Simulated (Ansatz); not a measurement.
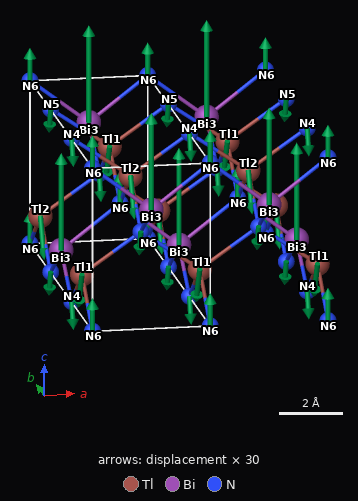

This is a relaxation of a crystal of Tl2BiN3 (built on the Cu2GeS3-44 type type). The starting structure is drawn; green arrows show the displacements (the part carried along by the change of the cell is left out), 30 times their true length.

Style: ball-and-stick. Shown: the conventional cell (2 times the calculation's cell), repeated 2 × 1 × 1 with one cell outlined, slightly off an axis. Lengths and directions refer to the drawn axes.

Theory: DFT, PBEsol, plane waves, PAW (Ansatz).

Input file:
```yaml
crystal:
  lattice:
    - [-1.92573058, 5.71080438, 2.70947388]
    - [1.92573058, -5.71080438, 2.70947388]
    - [1.92573058, 5.71080438, -2.70947388]
  atoms:
    - { symbol: Tl, position: [0.42682841, 0.26013273, 0.16669568] }
    - { symbol: Tl, position: [0.09343705, 0.26013273, 0.83330432] }
    - { symbol: Bi, position: [0.72944476, 0.22944476, 0.5] }
    - { symbol: "N", position: [0.33632323, 0.00413912, 0.33218411] }
    - { symbol: "N", position: [0.67195501, 0.00413912, 0.66781589] }
    - { symbol: "N", position: [0.00100953, 0.00100953, 0.0] }
kpoints:
  mp_grid: { grid: [6, 6, 6] }
hamiltonian:
  xc: pbesol
scf:
  occupations: { method: fermi_dirac, width: 0.03 }
relax:
  f_tol: 0.01
  cell: {}
  max_steps: 120
```

Launched with:
```bash
ansatz run input.yaml --threads 2 --pin off --max-ram 2211MiB --backend cpu --events-out ev --progress --plain --runs-dir out
```

> Which element moves most?

Bismuth: up to 0.11 Å, against 0.05 Å for thallium.

> What did the optimiser do to the structure, and how much energy did it gain?

The largest move relative to the cell is that of Bi3, 0.11 Å along +c. Largest moves by element: Bi 0.11 Å, Tl 0.05 Å, N 0.04 Å. The volume changes by −7.2 %, with a 3.851 → 3.751 Å (−2.6 %), b 11.422 → 11.290 Å (−1.2 %), c 5.419 → 5.226 Å (−3.6 %). Among the contacts that change: Bi3–N6 2.424 → 2.310 Å, Tl1–N4 2.345 → 2.262 Å, Tl1–N6 2.366 → 2.293 Å, Tl1–N5 2.336 → 2.276 Å. Among the angles between lasting bonds that change: Tl1–N6–Tl2 107.2° → 112.4°, N4–Bi3–N5 115.0° → 110.8°, N6–Bi3–N6 105.2° → 108.6°. The space group stays Imm2 (No. 44). Over 6 accepted moves (8 points after the start) the energy falls by 0.264 eV per cell of the calculation. The largest force component goes from 1.3 to 0.00086 eV/Å. The pressure goes from −5.55 to −0.01 GPa. At 2 points the geometry stayed and the basis and grid were re-selected for the new cell (energy shift of 11.2 meV per cell of the calculation at most each time).
